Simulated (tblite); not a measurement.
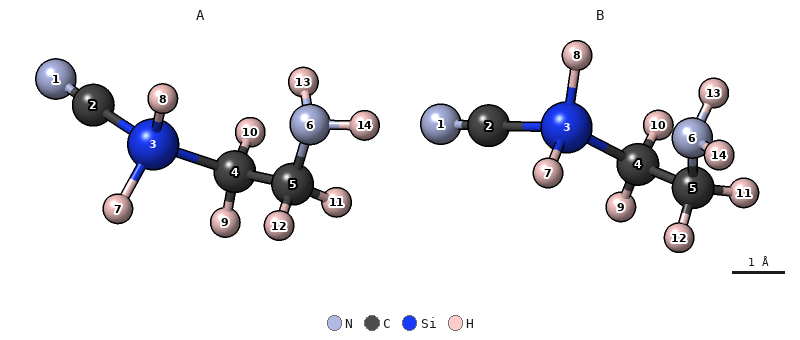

Two geometries of C3H8N2Si, drawn at one scale. One is the start of a relaxation, the other its converged end. Style: ball-and-stick. Shown at a tilt.

These are results of GFN2-xTB geometry optimisation, gas phase in tblite 0.8.0, not measurements. 

> Which of the two is the end point?

Structure B is the relaxed one. The energy falls by 38.3 kJ/mol in 118 geometry steps. The atom that moves furthest after the best rigid fit is H14 (1.26 Å). Largest moves by element: H 1.26 Å, N 0.95 Å, C 0.43 Å, Si 0.42 Å. Near-neighbour distances that change, for instance: Si3–N6 3.220 → 2.641 Å, N6–H14 1.073 → 1.014 Å, C2–Si3 1.834 → 1.877 Å, Si3–C4 1.864 → 1.906 Å. Among the angles between lasting bonds that change: C4–C5–H11 103.8° → 112.3°, C4–C5–N6 113.8° → 106.2°, Si3–C4–C5 112.5° → 104.9°. Groups turn about Si3–C4 by about 45°, C5–N6 by about 40°. The run took 1.1 s on 1 thread of Arm Neoverse N1 (shared host).
